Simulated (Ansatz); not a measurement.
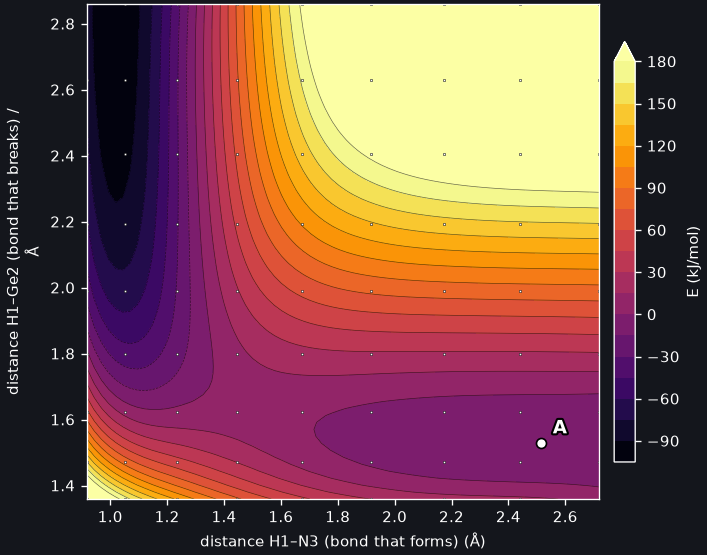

The reacting system GeH6N (fragments GeH₄ + H₂N where the first distance is long, H₃N + GeH₃ where the second is long), spin multiplicity 2. First axis: distance H1–N3 (bond that forms). Second axis: distance H1–Ge2 (bond that breaks). Relaxed at each point: all other coordinates. The grid has 9 × 9 points. Points are written as (first, second). All energies are given in kJ/mol relative to a guessed transition structure relaxed with its forming and breaking bonds held. In part of the range the unrestricted reference is strongly spin-contaminated. Level of theory: UKS BHLYP-D4/def2-SVP in Ansatz.

Drawn: filled contours, dots at the grid points, one colour for all values above the top of the scale, the point A. Between grid points the surface is interpolated.

Question: Find the lowest path from A to the other arm of the map, and its barrier.

Answer: The easiest path runs from the side where the first distance is long, about (2.52 Å, 1.53 Å), to the side where the second distance is long, (1.052 Å, 2.859 Å). Its highest point, at about (1.51 Å, 1.64 Å), lies about 21 kJ/mol above the start and 111 kJ/mol above the end on the interpolated surface. An end on the edge of the scan is no minimum, so the barrier from there is a lower bound.

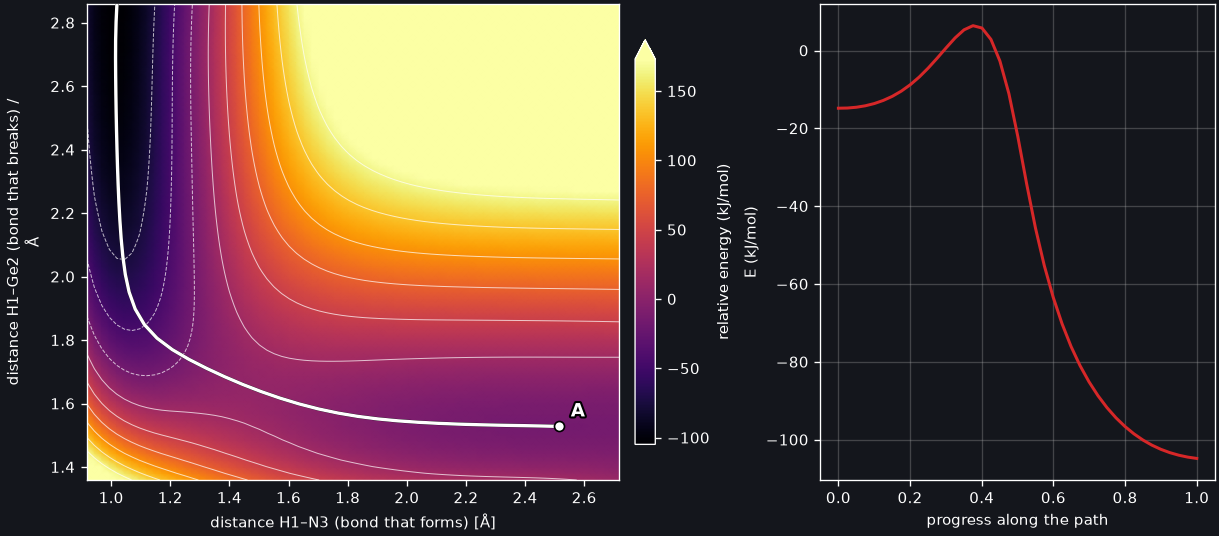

In the figure: a smooth colour map with a few white contour lines, a line along the lowest path, one colour for all values above the top of the scale, the energy along the path at the right. Between grid points the surface is interpolated.
